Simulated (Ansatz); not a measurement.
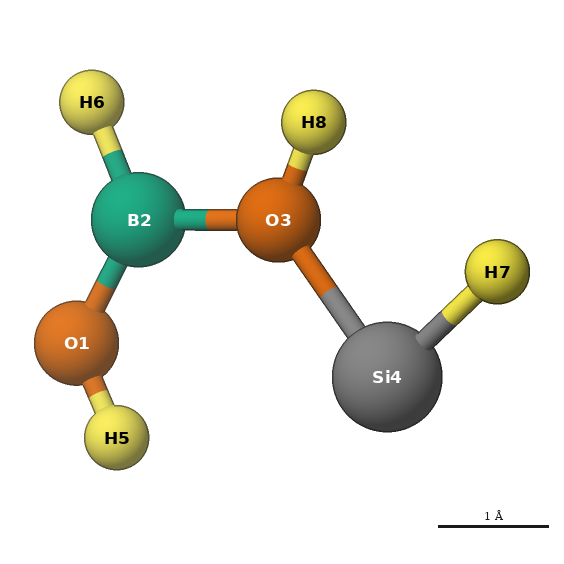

The species has charge +1 and is a spin singlet. The geometry was computed by an optimisation with PBE0-D4/def2-TZVP. No frequency run is at hand to confirm it as a minimum.

Question: How are the neighbours of atom 1 arranged?

Answer: O1 has 2 neighbours (B2 at 1.31, H5 at 0.96 Å); the arrangement is bent.

Question: What is the geometry at O3?

Answer: O3 has 3 neighbours (B2 at 1.47, Si4 at 1.84, H8 at 0.97 Å); the arrangement is trigonal planar.

Question: What is the geometry at B2?

Answer: B2 has 3 neighbours (O1 at 1.31, O3 at 1.47, H6 at 1.18 Å); the arrangement is trigonal planar.

Question: How are the neighbours of atom 4 arranged?

Answer: Si4 has 2 neighbours (O3 at 1.84, H7 at 1.51 Å); the arrangement is bent.

Question: What is the dihedral angle O1–B2–O3–Si4?

Answer: 0° in size, that is syn (eclipsed).
